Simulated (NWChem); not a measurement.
# CH3NS (thioformamide) at 6 levels

We compute a comparison of 6 runs (HF/def2-SVP, SVWN5/def2-TZVP, B3LYP/6-31G*, PBE/6-31G*, M06-2X/pcseg-2, MP2/def2-TZVP) of CH3NS (thioformamide). 

The results are computed with NWChem 7.3.0.

### 1 The molecule

CH3NS: 6 atoms, total charge 0, spin state singlet. SMILES: `NC=S`. The shape is that of a PBE0-D4/def2-TZVP optimisation. This is one conformer, not always the lowest.

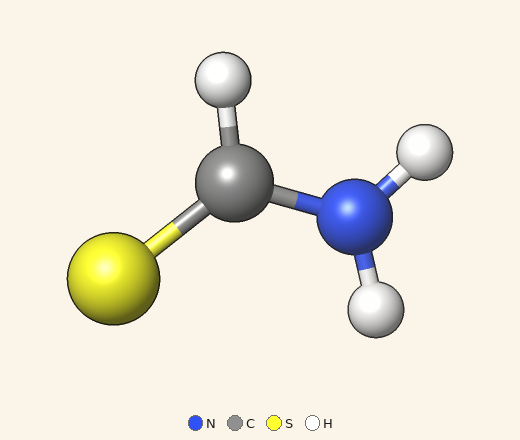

The structure, seen from a chosen angle (nitrogen blue, carbon grey, sulfur yellow, hydrogen white).

### 2 Energy and gradient at HF/def2-SVP (run 1)

ch3ns.nw

```
start ch3ns
title "CH3NS hf"
memory stack 880 mb heap 220 mb global 1100 mb
charge 0

geometry noautosym nocenter noautoz
  N       -0.636300      -0.048520      -0.353380
  C        0.513110       0.141070       0.297200
  S        1.569440      -1.020450       0.735440
  H       -0.905950      -0.983900      -0.612500
  H       -1.239950       0.718840      -0.591650
  H        0.699650       1.192950       0.524900
end

basis "ao basis" spherical bse
  * library def2-SVP
end

scf
  thresh 1e-08
  maxiter 80
end

task scf gradient
```

Run with:

```
$ nwchem ch3ns.nw > ch3ns.out
```

The program printed:

```text
[...]
  functions       =    61
[...]
  wavefunction    = RHF
[...]
         Total SCF energy =   -491.389958334336
      One-electron energy =   -865.669781179805
      Two-electron energy =    279.187986055450
 Nuclear repulsion energy =     95.091836790019
        Time for solution =      7.8s
[...]
                         RHF ENERGY GRADIENTS
    atom               coordinates                        gradient
                 x          y          z           x          y          z
   1 N      -1.202433  -0.091690  -0.667791   -0.000116  -0.000108  -0.000072
   2 C       0.969637   0.266584   0.561627    0.006851  -0.001085   0.003606
   3 S       2.965812  -1.928371   1.389780   -0.001324   0.000229  -0.000696
   4 H      -1.711997  -1.859301  -1.157457   -0.001336  -0.006790  -0.001538
   5 H      -2.343166   1.358411  -1.118056   -0.004010   0.005554  -0.001532
   6 H       1.322147   2.254349   0.991917   -0.000066   0.002201   0.000232
[...]
```

Wall time 11 s (1 thread of Intel Xeon Platinum 8259CL at 2.50GHz (Skylake/Cascade Lake), shared host); peak memory 0.1 GiB.

### 3 Energy and forces at SVWN5/def2-TZVP (run 2)

mol.nw

```
start mol
title "CH3NS"
memory 2200 mb
geometry noautosym nocenter noautoz
   N     -0.636300    -0.048520    -0.353380
   C      0.513110     0.141070     0.297200
   S      1.569440    -1.020450     0.735440
   H     -0.905950    -0.983900    -0.612500
   H     -1.239950     0.718840    -0.591650
   H      0.699650     1.192950     0.524900
end
basis "ao basis" spherical bse
   * library def2-TZVP
end
dft
   xc slater vwn_5
   grid fine
   convergence energy 1e-08
   iterations 100
   mulliken
   print low
end
task dft gradient
```

Run with:

```
$ nwchem mol.nw > mol.out
```

The program printed:

```text
[...]
 d= 0,ls=0.0,diis     1   -490.6416151495 -5.86D+02  1.51D-02  1.77D+00     5.3
[...]
 d= 0,ls=0.0,diis    12   -490.7282410581 -9.61D-09  1.72D-07  7.44D-10    48.5
         Total DFT energy =     -490.728241058133
      One electron energy =     -866.216440362764
           Coulomb energy =      317.295778454943
    Exchange-Corr. energy =      -36.899415940331
 Nuclear repulsion energy =       95.091836790019
[...]
                         DFT ENERGY GRADIENTS
    atom               coordinates                        gradient
                 x          y          z           x          y          z
   1 N      -1.202433  -0.091690  -0.667791   -0.009264  -0.002123  -0.005315
   2 C       0.969637   0.266584   0.561627    0.000659   0.007359   0.001236
   3 S       2.965812  -1.928371   1.389780    0.001356  -0.000629   0.000665
   4 H      -1.711997  -1.859301  -1.157457    0.002200   0.010842   0.002500
   5 H      -2.343166   1.358411  -1.118056    0.006298  -0.008519   0.002421
   6 H       1.322147   2.254349   0.991917   -0.001249  -0.006930  -0.001507
 Task  times  cpu:       77.4s     wall:       77.4s
 Total times  cpu:       77.4s     wall:       77.4s
```

Wall time 78 s (1 thread of Intel Xeon Platinum 8259CL at 2.50GHz (Skylake/Cascade Lake), shared host); peak memory 0.13 GiB.

Runs 3 to 5 aren't shown in full; the table further down has their settings and results.

### 4 Energy and gradient at MP2/def2-TZVP (run 6)

mol.xyz

```xyz
6
CH3NS gradient
N     -0.636300    -0.048520    -0.353380
C      0.513110     0.141070     0.297200
S      1.569440    -1.020450     0.735440
H     -0.905950    -0.983900    -0.612500
H     -1.239950     0.718840    -0.591650
H      0.699650     1.192950     0.524900
```

mol.nw

```
start mol
title "CH3NS gradient"
memory total 2200 mb
geometry units angstrom noautosym nocenter noautoz
 load mol.xyz
end
basis spherical bse
 * library def2-TZVP
end
scf
 thresh 1e-08
 maxiter 80
 noprint "final vectors analysis"
end
mp2
 freeze core 7
 tight
end
task mp2 gradient
```

Run with:

```
$ nwchem mol.nw > mol.out
```

The program printed:

```text
[...]
  functions       =   117
[...]
  wavefunction    = RHF
[...]
         Total SCF energy =   -491.637196806216
      One-electron energy =   -865.894278061002
      Two-electron energy =    279.165244464767
 Nuclear repulsion energy =     95.091836790019
        Time for solution =     79.2s
[...]
          Total MP2 energy          -492.168265177665
[...]
                         mp2 ENERGY GRADIENTS
    atom               coordinates                        gradient
                 x          y          z           x          y          z
   1 N      -1.202433  -0.091690  -0.667791    0.006467   0.000857   0.003636
   2 C       0.969637   0.266584   0.561627   -0.007304  -0.001898  -0.004221
   3 S       2.965812  -1.928371   1.389780   -0.000247   0.000412  -0.000086
   4 H      -1.711997  -1.859301  -1.157457    0.000291   0.001536   0.000345
   5 H      -2.343166   1.358411  -1.118056    0.000551  -0.001137   0.000162
   6 H       1.322147   2.254349   0.991917    0.000242   0.000230   0.000164
[...]
```

It took 3.5 min on 1 thread of Intel Xeon Platinum 8259CL at 2.50GHz (Skylake/Cascade Lake), shared host; peak memory 0.42 GiB.

### 5 Overview of the runs

| run | level | iteration cap | module | energy (Eh) | dipole moment (D) | largest force (eV/Å) | wall time |
| --- | --- | --- | --- | --- | --- | --- | --- |
| 1 | HF/def2-SVP | 80 | scf | -491.389958 | 4.70 | 0.402 | 11 s |
| 2 | SVWN5/def2-TZVP | 100 | dft | -490.728241 | – | 0.583 | 78 s |
| 3 | B3LYP/6-31G* (spherical functions) | 100 | dft | -492.842197 | 4.65 | 0.817 | 29 s |
| 4 | PBE/6-31G* (spherical functions) | 100 | dft | -492.537405 | 4.61 | 1.040 | 38 s |
| 5 | M06-2X/pcseg-2 | 100 | dft | -492.848023 | 4.45 | 0.201 | 2.6 min |
| 6 | MP2/def2-TZVP | 80 | mp2 | -492.168265 | 4.31 | 0.445 | 3.5 min |

### 6 Summary of results

| quantity | value |
| --- | --- |
| run 6: total energy | -492.16827 Eh |
| run 6: dipole moment (of the density that the program reports) | 4.31 D |
| run 6: correlation energy (7 core orbitals frozen) | -531.1 mEh |
| run 6: largest force on an atom | 0.445 eV/Å |

**Reading.** Over runs 1, 3, 4, 5, 6 the dipole moment (its size) runs from 4.31 D (MP2/def2-TZVP) to 4.70 D (HF/def2-SVP). The two ends differ in method and basis. Over runs 1, 4, 5 the HOMO–LUMO gap runs from 3.24 eV (PBE/6-31G*) to 12.01 eV (HF/def2-SVP). Totals of different functionals can't be ranked against each other. All runs together took 8.7 min, the longest 3.5 min.
